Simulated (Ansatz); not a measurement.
**CH₆Cl₂GaP: up Jacob's ladder to CCSD(T)**

Aim: compute CH₆Cl₂GaP with functionals from several rungs and with coupled cluster, and see how far each lands from CCSD(T) at the basis-set limit for the atomisation energy.

Computed with Ansatz 0.2.0, Gaussian basis. Level: functionals in def2-TZVPP, the program's frozen cores in correlated methods.

The runs, in order: LDA (SPW92), PBE-D4, revPBE-D4, BLYP-D4, r2SCAN-D4, B97M-V, PBE0-D4, B3LYP-D4, r2SCANh-D4, r2SCAN0-D4, HSE06-D4, BHLYP-D4, CAM-B3LYP-D4, LC-ωPBE, ωB97X-V, ωB97M-V, B2PLYP, PBE-QIDH; CCSD(T)/def2-SVP; CCSD(T)/def2-TZVPP; MP2/def2-QZVPP; extrapolation to the limit; RPA on PBE.

### 1 Structure used throughout

An earlier PBE0-D4 in a triple-zeta def2 set relaxation fixed the geometry.

11 atoms, charge 0, spin multiplicity 1.

Atoms are counted from 1 here; the program's logs count them from 0.

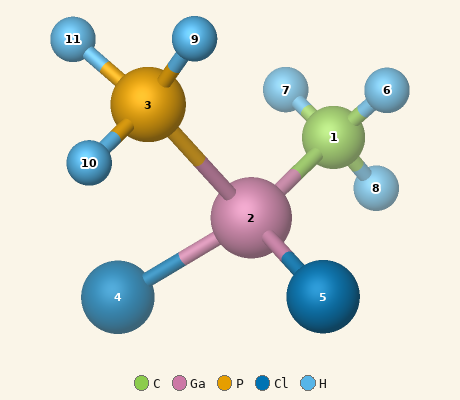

The geometry (colours as in the key); atoms are numbered from 1 in the order of the file.

### 2 LDA

This LDA is Slater exchange with PW92 correlation.

The input, in.yaml:

```yaml
crystal:
  periodic: [false, false, false]
  atoms:
    - {symbol: C, position_ang: [-1.679004, 0.985428, 0.307696]}
    - {symbol: Ga, position_ang: [-0.307707, 0.218953, -0.855448]}
    - {symbol: P, position_ang: [1.501075, -0.916459, 0.508456]}
    - {symbol: Cl, position_ang: [-0.744209, -1.587139, -2.002992]}
    - {symbol: Cl, position_ang: [1.109961, 1.530977, -1.873919]}
    - {symbol: H, position_ang: [-1.248239, 1.744873, 0.961525]}
    - {symbol: H, position_ang: [-2.148978, 0.208351, 0.911985]}
    - {symbol: H, position_ang: [-2.447878, 1.455706, -0.308046]}
    - {symbol: H, position_ang: [2.325283, -0.192432, 1.393556]}
    - {symbol: H, position_ang: [2.482425, -1.465656, -0.335576]}
    - {symbol: H, position_ang: [1.222772, -2.039502, 1.313464]}
basis:
  gaussian: {orbitals: def2-TZVPP}
hamiltonian: {xc: lda}
output: {orbitals: {seedname: orbitals}}
```

Command:

```
$ ansatz run in.yaml --threads 4 --pin off --events-out ev --progress --plain --max-ram 11315MiB
```

The runs that follow: PBE-D4 (GGA); revPBE-D4 (GGA); BLYP-D4 (GGA); r2SCAN-D4 (meta-GGA); B97M-V (meta-GGA); PBE0-D4 (hybrid); B3LYP-D4 (hybrid); r2SCANh-D4 (hybrid); r2SCAN0-D4 (hybrid); HSE06-D4 (hybrid); BHLYP-D4 (hybrid); CAM-B3LYP-D4 (range-separated); LC-ωPBE (range-separated); ωB97X-V (range-separated); ωB97M-V (range-separated); B2PLYP (double hybrid); PBE-QIDH (double hybrid); CCSD(T) in def2-SVP; CCSD(T) in def2-TZVPP; MP2 in def2-QZVPP; RPA on PBE orbitals.

Q: Predict the results of all the runs planned. Wanted: atomisation energy, CCSD(T)/CBS; farthest beyond LDA; mean size of error, GGA; mean size of error, meta-GGA; mean size of error, hybrid; mean size of error, range-separated; mean size of error, double hybrid; gap, smallest and largest; T1 diagnostic.

The runs gave:

```
                               quantity                                                                                                                     value
        atomisation energy, CCSD(T)/CBS                                                                                                             3384.3 kJ/mol
 functionals within 33.8 kJ/mol (1.0 %)  PBE-D4, r2SCAN-D4, B97M-V, PBE0-D4, B3LYP-D4, r2SCANh-D4, r2SCAN0-D4, HSE06-D4, CAM-B3LYP-D4, ωB97X-V, ωB97M-V, PBE-QIDH
                    farthest beyond LDA                                                                                                   BHLYP-D4 (-72.4 kJ/mol)
                mean size of error, GGA                                                                                                               43.0 kJ/mol
           mean size of error, meta-GGA                                                                                                               13.2 kJ/mol
             mean size of error, hybrid                                                                                                               25.4 kJ/mol
    mean size of error, range-separated                                                                                                               22.3 kJ/mol
      mean size of error, double hybrid                                                                                                               42.5 kJ/mol
              gap, smallest and largest                                                                                     5.28 eV (BLYP-D4), 12.39 eV (LC-ωPBE)
                          T1 diagnostic                                                                                                                    0.0111
triples share of the correlation energy                                                                                                                     4.0 %
```

LDA overbinds by 422.8 kJ/mol (12 %). PBE-D4 is off by +6.5 kJ/mol. Double hybrids carry the basis error of their MP2 part in triple zeta, and no dispersion term here, so their miss is partly the set-up's. The rungs meta-GGA, range-separated, hybrid miss on average by less than the doubt on the reference (33.8 kJ/mol), so they tie. Misses under about 33.8 kJ/mol are within the doubt on the reference itself, which lacks core-valence correlation, relativity and higher excitations, and its outer-core shells are covered unevenly. Hartree-Fock recovers 74 % of the binding; the rest is correlation. CCSD(T) in def2-SVP is off by -221.6 kJ/mol, worse than the median functional, from the basis alone. Orbital gaps span 5.3 to 12.4 eV; exact exchange widens them. Correlated methods include outer-core shells of Ga, which these sets cover unevenly.
